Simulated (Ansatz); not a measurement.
# Starting-point dependence of the GW gap of CdS (Hawleyite)

How much of the starting functional survives in the G0W0 gap of CdS (Hawleyite)?

Method: G0W0 on several functionals, plane waves, PAW, in Ansatz 0.2.0.

In doubt: masses and optical values from hybrid runs of this build are listed as unsure (step 4), which bears on the screening that GW takes from such a start.

## (1) Starting point

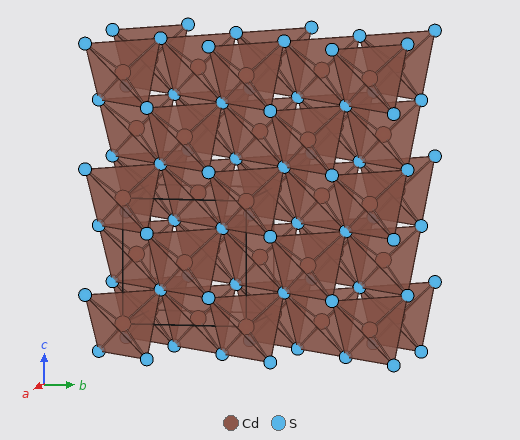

The cell as given, slightly off an axis (cadmium brown, sulfur blue). 1×2×2 cells are drawn. This picture shows the conventional cell, with its axes. Some periodic images of atoms are drawn too.

Structure file:

```cif
data_structure
_symmetry_space_group_name_H-M 'F-43m'
_symmetry_Int_Tables_number 216
_cell_length_a 5.8330
_cell_length_b 5.8330
_cell_length_c 5.8330
_cell_angle_alpha 90.000
_cell_angle_beta 90.000
_cell_angle_gamma 90.000
_cell_volume 198.46
loop_
_atom_site_label
_atom_site_type_symbol
_atom_site_symmetry_multiplicity
_atom_site_Wyckoff_symbol
_atom_site_fract_x
_atom_site_fract_y
_atom_site_fract_z
_atom_site_occupancy
Cd1 Cd 4 a 0.00000 0.00000 0.00000 1
S1 S 4 d 0.25000 0.25000 0.75000 1
```

The cell and positions come from the Crystallography Open Database and are kept as given unless a step says otherwise.

## (2) G0W0 on LDA

Now the one-shot GW correction: screening in the RPA, then the self-energy of the levels asked for. This step takes PAW set soft_1 files.

This step: G0W0 on LDA, plane waves, PAW; PAW set soft_1.

File input.yaml:

```yaml
crystal:
  lattice:
    - [0.0, 2.9165, 2.9165]
    - [2.9165, 0.0, 2.9165]
    - [2.9165, 2.9165, 0.0]
  atoms:
    - { symbol: Cd, position: [0.0, 0.0, 0.0] }
    - { symbol: S, position: [0.25, 0.25, 0.25] }
kpoints:
  mp_grid: { grid: [4, 4, 4] }
hamiltonian:
  xc: lda
  pseudopotentials: { kind: paw, azcp: { folder: soft_1 }, xc_functional: pbe }
scf:
  occupations: { method: fixed }
gw:
  n_empty_bands: 148
  ecut_chi: 120
  qp_bands: [v2, c2]
  qp_kpoints: band_edges
  screening: { model: contour_deformation }
```

On the command line:

```console
ansatz run input.yaml --threads 3 --pin off --max-ram 92160MiB --backend cuda --events-out ev --progress --plain --runs-dir out --devices 1 --max-vram 13GiB
```

Numbers of over 12 decimals in the logs are rounded to 6 here.

What it wrote:

```text
GPUs: using 1 of 1 available (devices: 1).
Engine: ansatz 0.2.0, x86_64-unknown-linux-gnu
Pseudopotentials: kind: paw
Pseudopotential: Cd, paw, valence charge 20, recommended cutoff 420 eV (normal), soft_1/Cd.paw.azcp
Pseudopotential: S, paw, valence charge 6, recommended cutoff 420 eV (normal), soft_1/S.paw.azcp
Functional definition: SPW92
  exchange = slater_x
  correlation = pw_c
device memory: the entry about to start is reckoned to put 0.8 GiB on a device that reports 52.0 GiB free (of which the cap on the GPU budget leaves the run 13.0 GiB)
GPU FFT provider: cuFFT
GPU libraries: cuBLAS 13.8.2, cuFFT 12.4.0, cuSOLVER 12.3.4
Crystal: 2 atoms, lattice volume = 49.615 Å³
Basis set: ecut = 420 eV, 941 PW (Γ)
Bands: 17, of which v1, the nominal top of the filled ones, is band 13 counted from 1 (12 counted from 0)
Symmetry: 24 space group operations
Space group: F-43m (ITA 216), of the structure as read, at distance tolerance 3.7e-5 Å
k-points: 8 of 64 (time reversal used)
Non-local potential: Cd, projectors of the file, l = 0: 3, l = 1: 2, l = 2: 2, l = 3: 1
Non-local potential: S, projectors of the file, l = 0: 2, l = 1: 2, l = 2: 1
PAW form: soft (Blöchl's): semilocal exchange-correlation on the pseudo side does not see the compensation charge
PAW frozen core: Cd, regenerated for the run's functional, and the local potential with it (the file was generated under x = pbe(κ = 0.804, μ = 0.219515), c = pbe(β = 0.066725))
PAW frozen core: S, regenerated for the run's functional, and the local potential with it (the file was generated under x = pbe(κ = 0.804, μ = 0.219515), c = pbe(β = 0.066725))
PAW one-centre angular grid: Cd, 590 points (default); XC on 64 Gauss nodes
PAW one-centre angular grid: S, 110 points (default); XC on 64 Gauss nodes
Initial density: superposition of atomic densities (chi_scale 0.1, normalization cell, long waves kept (reshape's long-wave potential 0.00 eV rms))
Initial wavefunctions: pseudopotential atomic-orbital guess
GPU buffer pool allocated for 27000 grid points (all kernels)
GPU transforms: local potential and band sums: pruned to the plane-wave sphere, on 27×27×27
Functional: x = slater, c = lda
SCF iter   1: F=—  HF=-8988.716028 eV  |F-HF|=—  |Δ(HF+E_count)|=         —  Δρ=2.35e-2  dr2=2.34e-1  ethr=3.10e-3  ⟨swp⟩=5.0  Hψ=603  notcnv=0  defer=12
preconditioner: auto → none  [insulator: Δε(μ)=1.090 eV  Ē_g=12.390 eV  n_scr=14 (ndim 8)  ℏωp=22.4 eV  f_vac=0.063  ε∞_Penn≈4.3]
SCF iter   2: F=—  HF=-8988.651964 eV  |F-HF|=—  |Δ(HF+E_count)|=   6.41e-2  Δρ=1.04e-2  dr2=2.75e-2  ethr=8.98e-4  ⟨swp⟩=2.8  Hψ=288  notcnv=0  defer=13
SCF iter   3: F=—  HF=-8988.647843 eV  |F-HF|=—  |Δ(HF+E_count)|=   4.12e-3  Δρ=3.90e-3  dr2=3.90e-3  ethr=1.06e-4  ⟨swp⟩=3.0  Hψ=248  notcnv=0  defer=13
SCF iter   4: F=—  HF=-8988.647435 eV  |F-HF|=—  |Δ(HF+E_count)|=   4.08e-4  Δρ=5.14e-4  dr2=1.30e-4  ethr=1.50e-5  ⟨swp⟩=3.0  Hψ=231  notcnv=0  defer=13
SCF iter   5: F=—  HF=-8988.647397 eV  |F-HF|=—  |Δ(HF+E_count)|=   3.84e-5  Δρ=1.71e-4  dr2=8.83e-6  ethr=5.00e-7  ⟨swp⟩=2.8  Hψ=234  notcnv=0  defer=13
SCF iter   6: F=—  HF=-8988.647395 eV  |F-HF|=—  |Δ(HF+E_count)|=   2.10e-6  Δρ=3.29e-5  dr2=2.81e-7  ethr=3.40e-8  ⟨swp⟩=2.5  Hψ=226  notcnv=0
SCF iter   7: F=-8988.647395 eV  HF=-8988.647395 eV  |F-HF|=9.30e-10  |Δ(HF+E_count)|=  3.11e-10  Δρ=3.52e-6  dr2=3.17e-9  ethr=3.85e-10  ⟨swp⟩=4.9  Hψ=491  notcnv=0
SCF 1 converged in 7 iterations: F = -8988.647395 eV  dr2 = 3.17e-9
  greatest PAW one-centre occupation: 1.001 electrons in one spin orbital (limit 2), on the Cd atom at site 0 (counted from 0), in its partial waves of l = 0
device memory: the entry about to start is reckoned to put 1.3 GiB on a device that reports 51.8 GiB free (of which the cap on the GPU budget leaves the run 13.0 GiB)
NSCF: frozen V_eff on 8 k-points
the band table was solved once the SCF had ended and its energy, with any forces and stress, was formed, with the checks that follow a solve (737 applications of the Hamiltonian). They found nothing against the state; the energy, forces and stress were not computed again (output.eigenvalues in the input reference)
device memory: the entry about to start is reckoned to put 2.8 GiB on a device that reports 52.8 GiB free (of which the cap on the GPU budget leaves the run 13.0 GiB)
NSCF: frozen V_eff on 8 k-points
G₀W₀ screening: q 1/8
[... further progress lines ...]
device memory: the entry about to start is reckoned to put 0.3 GiB on a device that reports 55.3 GiB free (of which the cap on the GPU budget leaves the run 13.0 GiB)
NSCF: frozen V_eff on 1 k-points
SCF converged after 7 iterations
Free energy (F): -8988.647395 eV
Harris-Foulkes:  -8988.647395 eV  (|F-HF|=9.30e-10)
Internal energy: -8988.647395 eV  (E = F + TS)
E sigma→0 (E₀):  -8988.647395 eV
Fermi energy:    6.651946 eV
--- Per-component energies (eV) ---
  E_band       = -513.539430
  E_kinetic    = 546.679065
  E_local      = -4045.113127  (includes V_loc(G=0)·N_el)
  E_nonlocal   = 162.691900
  E_hartree    = 1834.604214
  E_xc         = -243.693732
  E_vxc        = -278.837640  (∫ρ·V_xc dr)
  E_paw        = -4539.754468  (= ΣΔE_a)
  E_vpaw       = -568.167084  (= ΣTr[D̂ρ^β])
  E_aug_tail   = 0.000285  (compensation charges beyond the density's cutoff)
  E_ewald      = -2704.981299
  E_core_change = 0.919767  (= ΣΔE_core)
  E_smearing   = -0.000000  (= −TS)
  E_closure    = 0.000000  (closes the sum)
  Σ components = -8988.647395   (vs F -8988.647395, Δ=0.00e0)
--- Band table (eV; the first three rows and the last of 8) ---
  k-point 0: bands = [... 9 lower, -0.6466, 6.6519, 6.6519, 6.6519, 7.4990, 12.9694, 12.9694, 12.9694]
  k-point 1: bands = [... 9 lower, -0.6427, 4.0655, 6.2444, 6.2444, 9.1808, 12.6897, 13.4811, 13.4811]
  k-point 2: bands = [... 9 lower, -0.2628, 2.1251, 5.8818, 5.8818, 9.3962, 13.4553, 13.4553, 13.8458]
  k-point 7: bands = [... 9 lower, -0.0040, 2.6321, 4.3129, 4.4034, 11.8691, 11.8999, 13.6235, 14.4275]
--- G₀W₀: contour deformation, 7 samples at zero and on the imaginary axis and 3 off it, 64 q-points, 148 empty bands' worth ---
  eigenvalues of the whole cell's RPA ε∞ on this k-mesh (on a slab, of 1 + 4πα/V) = 17.9080, 17.9080, 17.9080; static W/v taken at q = 0 is 0.055841
  gw.qp_kpoints: band_edges: 6 of 8 stored k-points solved, in 1 pass; an edge of the gap read off the rows below is read off those points alone
    valence top: of the k-points left out ik 5 came nearest to being solved in a further pass, in band 13 (counted from 1, as in the quasiparticle table): it holds the edge there only if its correction is more favourable than any solved in that band by at least 0.789 eV; those differ by 0.112 eV
    conduction bottom: of the k-points left out ik 4 came nearest to being solved in a further pass, in band 14 (counted from 1, as in the quasiparticle table): it holds the edge there only if its correction is more favourable than any solved in that band by at least 3.038 eV; those differ by 0.188 eV
    ik  band        ε_KS         Σx   Σc(E_QP)       V_xc       Z   E_QP_lin       E_QP  E_QP is
     0    12      6.6519   -21.0024     2.3184   -18.2862  0.7105     6.2421     6.2542  root
     0    13      6.6519   -21.0024     2.3184   -18.2862  0.7105     6.2421     6.2542  root
     0    14      7.4990    -8.6081    -3.9706   -12.9872  0.7455     7.9204     7.9076  root
     0    15     12.9694    -6.4985    -4.7450   -11.7801  0.7325    13.5334    13.5060  root
     1    12      6.2444   -20.3781     2.3975   -17.5586  0.7084     5.8083     5.8224  root
     1    13      6.2444   -20.3781     2.3975   -17.5586  0.7084     5.8083     5.8224  root
     1    14      9.1808    -8.7190    -4.1695   -13.3413  0.7378     9.6505     9.6336  root
     1    15     12.6897    -7.0964    -4.7202   -12.2836  0.7233    13.1756    13.1567  root
     2    12      5.8818   -19.8279     2.4853   -16.8986  0.7056     5.4216     5.4378  root
     2    13      5.8818   -19.8279     2.4853   -16.8986  0.7056     5.4216     5.4378  root
     2    14      9.3962    -8.1345    -4.3052   -12.9433  0.7434     9.9224     9.8999  root
     2    15     13.4553    -6.6748    -4.7459   -11.9176  0.7237    13.9726    13.9522  root
     3    12      5.6027   -19.4755     2.5283   -16.4945  0.7039     5.1328     5.1501  root
     3    13      5.6027   -19.4755     2.5283   -16.4945  0.7039     5.1328     5.1501  root
     3    14     10.0191    -8.8279    -4.1794   -13.4225  0.7306    10.4482    10.4343  root
     3    15     11.2309    -7.0849    -4.4670   -12.0674  0.7410    11.7710    11.7464  root
     6    12      4.7278   -18.2031     2.7496   -14.9632  0.6937     4.2155     4.2374  root
     6    13      4.7278   -18.2031     2.7496   -14.9632  0.6937     4.2155     4.2374  root
     6    14      9.9430    -6.5767    -3.8993   -10.7918  0.7520    10.2661    10.2588  root
     6    15     10.7885    -8.7774    -4.4171   -13.7402  0.7365    11.3625    11.3341  root
     7    12      4.3129   -16.9108     2.6855   -13.7456  0.6901     3.8118     3.8332  root
     7    13      4.4034   -18.9919     2.9384   -15.5440  0.6917     3.8693     3.8939  root
     7    14     11.8691    -7.4845    -4.2058   -12.0502  0.7330    12.2391    12.2289  root
     7    15     11.8999    -9.8921    -5.0762   -15.6249  0.7097    12.6074    12.5564  root
```

Elapsed: 12 s, on 1 × NVIDIA H100 80GB HBM3 (shared by 6 runs) with 3 threads of AMD EPYC 7R13 (Zen 3), shared host; peak memory 1 GiB; 7.7 s of CPU time.

Numbers from this step:

* bands summed: 161
* RPA ε∞ on this mesh (eigenvalues): 17.91, 17.91, 17.91
* plane waves in the screening matrix: 169
* q-points in the mesh: 64
* G0W0 gap on the mesh: 1.653 eV
* k of the valence top: 0, 0, 0
* k of the conduction bottom: 0, 0, 0
* starting gap on the mesh: 0.8471 eV
* Z at the valence top: 0.7105
* Z at the conduction bottom: 0.7455
* least direct G0W0 gap on the computed points: 1.653 eV

The gap on the mesh goes from 0.85 eV to 1.65 eV, a correction of +0.81 eV. Between the two edge states, bare exchange in place of the xc potential would open the gap by 7.10 eV, and correlation takes back 6.29 eV.

## (3) G0W0 on PBE

One-shot GW remembers its start. Another functional's orbitals and levels show by how much.

This step: G0W0 on PBE, plane waves, PAW; PAW set soft_1.

Changes to input.yaml since step 2:

```diff
@@ -11,4 +11,4 @@
 hamiltonian:
-  xc: lda
-  pseudopotentials: { kind: paw, azcp: { folder: soft_1 }, xc_functional: pbe }
+  xc: pbe
+  pseudopotentials: { kind: paw, azcp: { folder: soft_1 } }
 scf:
```

What it wrote:

```text
GPUs: using 1 of 1 available (devices: 1).
[...]
GPU FFT provider: cuFFT
GPU libraries: cuBLAS 13.8.2, cuFFT 12.4.0, cuSOLVER 12.3.4
Crystal: 2 atoms, lattice volume = 49.615 Å³
Basis set: ecut = 420 eV, 941 PW (Γ)
Bands: 17, of which v1, the nominal top of the filled ones, is band 13 counted from 1 (12 counted from 0)
[... 1 set-up line as in the run before ...]
[...]
k-points: 8 of 64 (time reversal used)
[...]
GPU buffer pool allocated for 27000 grid points (all kernels)
[...]
SCF iter   1: F=—  HF=-9157.928489 eV  |F-HF|=—  |Δ(HF+E_count)|=         —  Δρ=2.88e-2  dr2=3.71e-1  ethr=3.10e-3  ⟨swp⟩=5.4  Hψ=614  notcnv=0  defer=12
[...]
SCF iter   7: F=-9157.846062 eV  HF=-9157.846062 eV  |F-HF|=1.00e-8  |Δ(HF+E_count)|=   1.99e-7  Δρ=5.12e-6  dr2=8.23e-9  ethr=3.85e-10  ⟨swp⟩=5.6  Hψ=527  notcnv=0
SCF 1 converged in 7 iterations: F = -9157.846062 eV  dr2 = 8.23e-9
[...]
NSCF: frozen V_eff on 8 k-points
[...]
G₀W₀ screening: q 1/8
[... further progress lines ...]
[...]
SCF converged after 7 iterations
Free energy (F): -9157.846062 eV
[...]
Internal energy: -9157.846062 eV  (E = F + TS)
E sigma→0 (E₀):  -9157.846062 eV
Fermi energy:    6.932550 eV
[...]
--- Band table (eV; the first three rows and the last of 8) ---
  k-point 0: bands = [... 9 lower, -0.3321, 6.9325, 6.9325, 6.9325, 8.0660, 13.4450, 13.4450, 13.4450]
  k-point 1: bands = [... 9 lower, -0.3278, 4.4366, 6.5355, 6.5355, 9.7015, 13.1967, 13.9480, 13.9480]
  k-point 2: bands = [... 9 lower, 0.0500, 2.5272, 6.1801, 6.1801, 9.9329, 13.9132, 13.9132, 14.3856]
  k-point 7: bands = [... 9 lower, 0.3012, 3.0274, 4.6649, 4.7431, 12.3472, 12.3512, 14.1428, 14.9590]
[...]
bands read: the sum over 161 bands ends inside a degenerate multiplet in 1 slot, whose members it reads at an even weight; the widest, k=1: bands 161 to 162 (counted from 1) at 1/2 each
[...]
0    12      6.9325   -21.0532     2.3634   -18.1238  0.7267     6.3469     6.3666  root
     0    13      6.9325   -21.0532     2.3634   -18.1238  0.7267     6.3469     6.3666  root
     0    14      8.0660    -8.4245    -3.8550   -12.3928  0.7633     8.1798     8.1792  root
     0    15     13.4450    -6.4456    -4.5549   -11.3159  0.7484    13.7654    13.7603  root
     1    12      6.5355   -20.4407     2.4437   -17.3946  0.7246     5.9096     5.9331  root
     1    13      6.5355   -20.4407     2.4437   -17.3946  0.7246     5.9096     5.9331  root
     1    14      9.7015    -8.5876    -4.0455   -12.8432  0.7554     9.9137     9.9117  root
     1    15     13.1967    -6.9756    -4.5269   -11.7346  0.7404    13.4315    13.4289  root
[...]
7    12      4.6649   -17.0538     2.7525   -13.5795  0.7076     3.9003     3.9431  root
     7    13      4.7431   -19.0587     2.9880   -15.3344  0.7089     3.9621     4.0068  root
     7    14     12.3472    -9.7616    -4.8823   -15.1687  0.7280    12.8899    12.8721  root
     7    15     12.3512    -7.3282    -4.0355   -11.4831  0.7511    12.4712    12.4706  root
```

Elapsed: 12 s, on 1 × NVIDIA H100 80GB HBM3 (shared by 6 runs) with 3 threads; peak memory 1 GiB.

Numbers from this step:

| Property | Result |
| --- | --- |
| bands summed | 161 |
| RPA ε∞ on this mesh (eigenvalues) | 10.75, 10.75, 10.75 |
| plane waves in the screening matrix | 169 |
| q-points in the mesh | 64 |
| G0W0 gap on the mesh | 1.813 eV |
| k of the valence top | 0, 0, 0 |
| k of the conduction bottom | 0, 0, 0 |
| starting gap on the mesh | 1.133 eV |
| Z at the valence top | 0.7267 |
| Z at the conduction bottom | 0.7633 |
| least direct G0W0 gap on the computed points | 1.813 eV |

Against the run with 4×4×4 mesh, 148 empty bands, screening to 120 eV, PAW set soft_1 files on LDA, the gap moves by +0.16 eV, while the start moved by +0.29 eV.

## (4) G0W0 on HSE06

This step: G0W0 on HSE06, plane waves, PAW; PAW set soft_1.

Changes to input.yaml since step 3:

```diff
@@ -11,3 +11,3 @@
 hamiltonian:
-  xc: pbe
+  xc: hse06
   pseudopotentials: { kind: paw, azcp: { folder: soft_1 } }
```

What it wrote:

```text
GPUs: using 1 of 1 available (devices: 1).
[...]
davidson cushion auto → on  (no smearing: the cushion is to keep the highest requested band from converging to the state above it; pin scf.eigensolver.cushion to override)
[...]
GPU FFT provider: cuFFT
GPU libraries: cuBLAS 13.8.2, cuFFT 12.4.0, cuSOLVER 12.3.4
Crystal: 2 atoms, lattice volume = 49.615 Å³
Basis set: ecut = 420 eV, 941 PW (Γ)
[...]
1    14     10.1337    -8.0763    -3.8620   -12.0379  0.8078    10.2334    10.2332  root
     1    15     13.6990    -6.7007    -4.1995   -10.9881  0.7947    13.7870    13.7868  root
[...]
6    12      4.2651   -18.1970     2.3765   -15.4653  0.7664     3.9073     3.9099  root
     6    13      4.2651   -18.1970     2.3765   -15.4653  0.7664     3.9073     3.9099  root
     6    14     10.7296    -6.0927    -3.5360    -9.6179  0.8199    10.7188    10.7188  root
     6    15     11.7535    -8.1230    -3.9668   -12.3002  0.8077    11.9647    11.9640  root
[key lines of the parts left out:]
Free energy (F): -9162.230756 eV
Fermi energy:    6.275158 eV
```

Run time: 21 s. Hardware: 1 × NVIDIA H100 80GB HBM3 (shared by 6 runs) with 3 threads; peak memory 1.2 GiB.

Numbers from this step:

| Quantity | Value |
| --- | --- |
| bands summed | 161 |
| RPA ε∞ on this mesh (eigenvalues) | 5.457, 5.457, 5.457 |
| plane waves in the screening matrix | 169 |
| G0W0 gap on the mesh | 2.460 eV |
| k of the valence top | 0, 0, 0 |
| k of the conduction bottom | 0, 0, 0 |
| starting gap on the mesh | 2.175 eV |
| least direct G0W0 gap on the computed points | 2.460 eV |

Against the run with 4×4×4 mesh, 148 empty bands, screening to 120 eV, PAW set soft_1 files on PBE, the gap moves by +0.65 eV, while the start moved by +1.04 eV.

## (5) The starts together

All on the 4×4×4 mesh with 148 empty bands and screening to 120 eV. Times are wall times on 1 × NVIDIA H100 80GB HBM3 (shared by 6 runs) with 3 threads of AMD EPYC 7R13 (Zen 3), shared host, good to a factor of about two.

```
start  starting gap (eV)  shift (eV)  G0W0 gap (eV)  RPA ε∞ (harmonic mean)  Z (valence, conduction)  time
  LDA               0.85       +0.81           1.65                   17.91               0.71, 0.75  12 s
  PBE               1.13       +0.68           1.81                   10.75               0.73, 0.76  12 s
HSE06               2.18       +0.28           2.46                    5.46               0.78, 0.81  21 s
```

The parts of the quasiparticle energy at the two band edges (eV; QP = start + Σx + Σc − Vxc):

```
  run               edge  start      Σx     Σc     Vxc     Z    QP
  LDA        valence top   6.65  -21.00   2.32  -18.29  0.71  6.25
  LDA  conduction bottom   7.50   -8.61  -3.97  -12.99  0.75  7.91
  PBE        valence top   6.93  -21.05   2.36  -18.12  0.73  6.37
  PBE  conduction bottom   8.07   -8.42  -3.85  -12.39  0.76  8.18
HSE06        valence top   6.28  -20.81   2.05  -18.51  0.78  6.02
HSE06  conduction bottom   8.45   -7.94  -3.71  -11.68  0.81  8.48
```

For a hybrid start, Vxc holds its share of exact exchange.

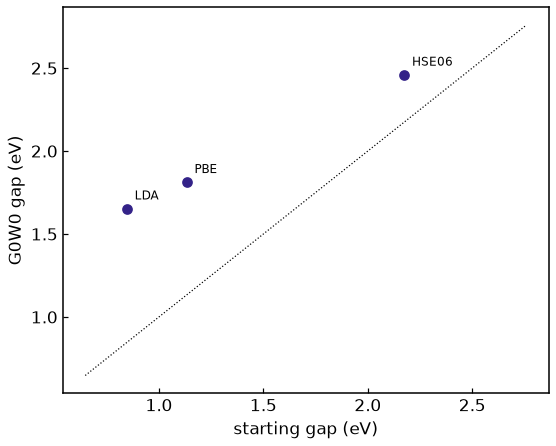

G0W0 gap against starting gap; on the dotted line the correction would vanish.

## (6) Summary of results

```yaml
g0w0_lda: 1.65 eV (start 0.85 eV)
g0w0_pbe: 1.81 eV (start 1.13 eV)
g0w0_hse06: 2.46 eV (start 2.18 eV)
known_limits: not at the basis limit; no spin-orbit coupling; coarse k mesh
```

In words: The starting gaps span 1.33 eV and the G0W0 gaps 0.81 eV. Between LDA and HSE06, 0.81 eV of the 1.33 eV survives, 61 %. HSE06 screens less than LDA (ε∞ 5.46 against 17.91). Of the 0.81 eV by which its G0W0 gap is higher, the correlation part gives +0.53 eV, and exchange with the one-particle terms, which follow the orbitals, +0.28 eV. The smallest correction, +0.28 eV, is on HSE06, the start nearest to reproducing itself. Bands and cutoff are finite, so the gap is not at the basis limit. The miss can reach some tenths of an eV and take either sign; the mesh is an error of its own. The 4×4×4 mesh is coarse for this cell (its supercell is 16 Å along the shortest edge). The RPA ε∞ on it, from the LDA start, is 17.91; such meshes misread the long-range screening, most where the gap is narrow. The many-body steps are scalar-relativistic: spin-orbit coupling is not in them.

[Paths, hosts, dates, memory and timing lines, banners, echoed tables and standing remarks are left out of the program output.]

[Logs are printed without paths, hosts, clocks, repeated set-up lines and the standing remarks that a program may print on its own settings, such as how far it seeks lower states.]

[Runs of the session that timed out or met a known fault of the program may be left out.]

[Cells called generated may have been cut or substituted from an entry of the Crystallography Open Database or the Materials Project.]

[Hosts, paths, dates, database ids (printed as entryN), source tags and the programs' standing remarks are cut or masked in the printed files.]
